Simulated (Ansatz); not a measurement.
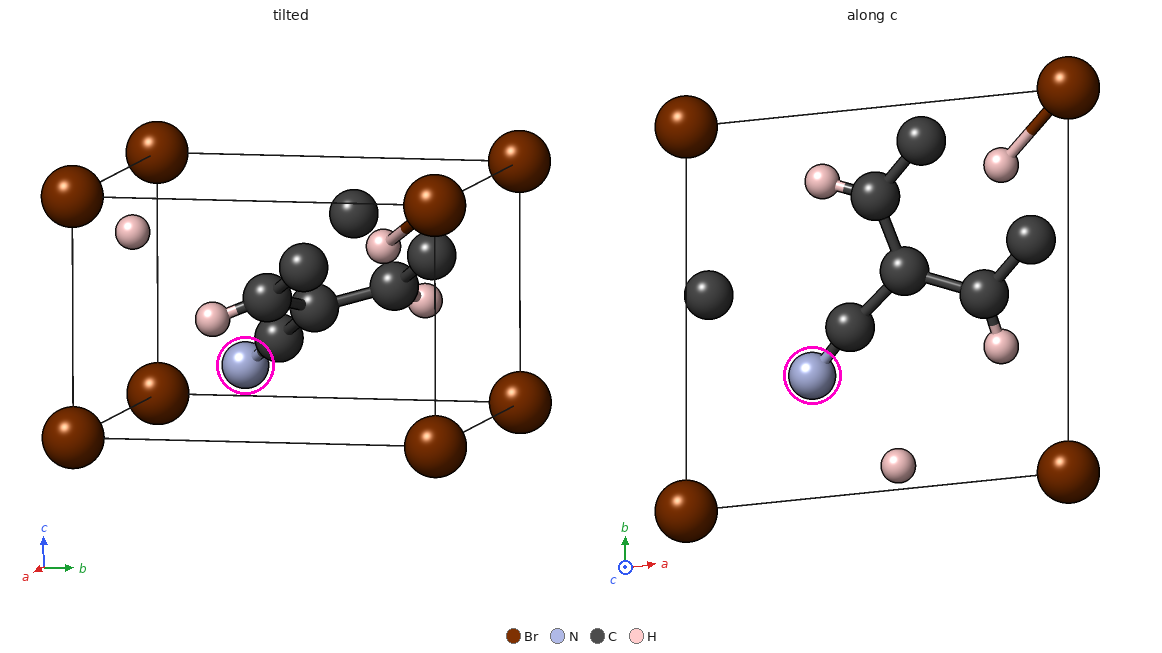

Structure drawing (ball-and-stick), viewed slightly off an axis and along the c axis. The simulation cell is drawn as a box.

Work out the formula from the picture.

H4C7BrN. The cell holds 4 H, 7 C, 1 Br, 1 N, counting shared atoms by their share.

Identify the circled atom and its coordination.

It is the only nitrogen atom in the cell, bonded to one C.

The geometry is that of a known structure type with a point defect put in, with the atoms shaken, without relaxation. It went into a calculation with Ansatz.

At this level of theory the cell isn't at rest (compressed, at 11 GPa and forces up to 21.5 eV/Å), so its distances can differ from those at equilibrium, the more so the softer the solid.
